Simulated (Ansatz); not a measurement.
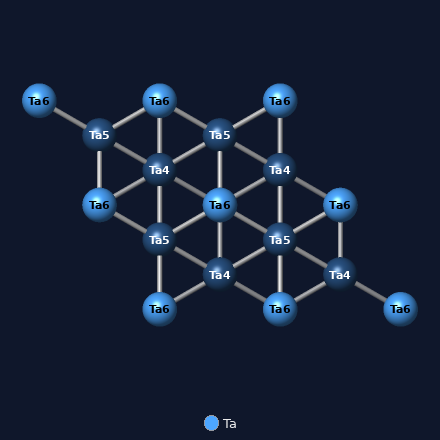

The system is S on a Ta(111) slab cut from the Im-3m phase, its upper half relaxed before the scan (6 atoms of substrate and one adsorbate in a 1 × 1 cell); the picture shows it without the atoms that are moved over the map. S is moved over the surface cell; relaxed at each place: the height of the adsorbate's atoms; substrate rigid; the origin of the map has the adsorbate above Ta6. Places are given modulo a cell vector. The map is drawn in real space over the plane of the surface. Grid: 9 × 9 points; 19 points were computed and 62 follow by symmetry. Energies: eV, counted from the lowest grid point. With one adsorbate in each 1 × 1 cell, its nearest image is 4.6 Å away, so neighbouring adsorbates interact. Level of theory: DFT LDA, scalar-relativistic, plane waves, PAW in Ansatz. Settings: cutoff 420 eV, k-mesh 6×6×1, gaussian smearing 0.1 eV, no spin polarisation.

Range: position of S7 along the first surface vector from 0.000 to 0.889; position of S7 along the second surface vector from 0.000 to 0.889.

### Predict the map.

The lowest grid point is at (5/9, 1/9) of the cell vectors [nearest 3 Ta at 2.47 Å]; the map holds 3 wells of about this depth. The highest grid point, the top site over a surface Ta atom, (0/9, 0/9) of the cell vectors, lies 2.56 eV above the lowest. On the interpolated surface the easiest way out of the lowest well to a well of about the same depth near (8/9, 4/9) of the cell vectors [nearest 3 Ta at 2.47 Å] passes a barrier of about 0.55 eV. At the lowest point the adsorbate has 3 Ta at 2.47 Å as nearest neighbours, at the highest 1 Ta at 2.16 Å. Its relaxed height above the top atom is 0.84 Å at the lowest and 2.16 Å at the highest point.

```csv
"second ↓, first →",0/9,1/9,2/9,3/9,4/9,5/9,6/9,7/9,8/9
8/9,2.52,2.36,1.88,0.99,0.73,0.99,1.88,2.36,2.52
7/9,2.34,1.88,1.16,1.03,1.03,1.16,1.88,2.34,2.48
6/9,1.65,0.99,1.03,1.16,1.03,0.99,1.65,2.18,2.18
5/9,0.46,0.73,1.03,1.03,0.73,0.46,1.01,1.46,1.01
4/9,0.46,0.99,1.16,0.99,0.46,0.00,0.43,0.43,0.00
3/9,1.65,1.88,1.88,1.65,1.01,0.43,0.65,0.43,1.01
2/9,2.34,2.36,2.34,2.18,1.46,0.43,0.43,1.46,2.18
1/9,2.52,2.52,2.48,2.18,1.01,0.00,1.01,2.18,2.48
0/9,2.56,2.52,2.34,1.65,0.46,0.46,1.65,2.34,2.52
```

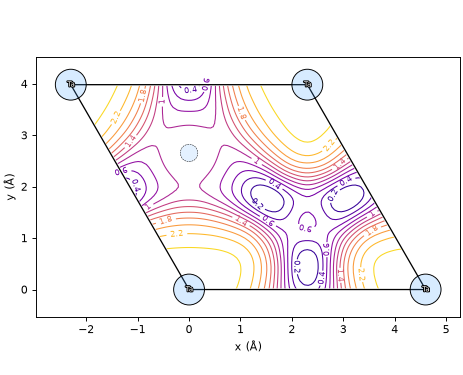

The picture shows contour lines labelled in eV, labelled circles for the atoms of the top layer and small ones for the second layer, the outline of one cell of the plane. Between grid points the surface is interpolated.

Time for the 19 points that were run: 34 min on 1 thread of Arm Neoverse V2, on a shared host.

PAW datasets: the set soft_1.
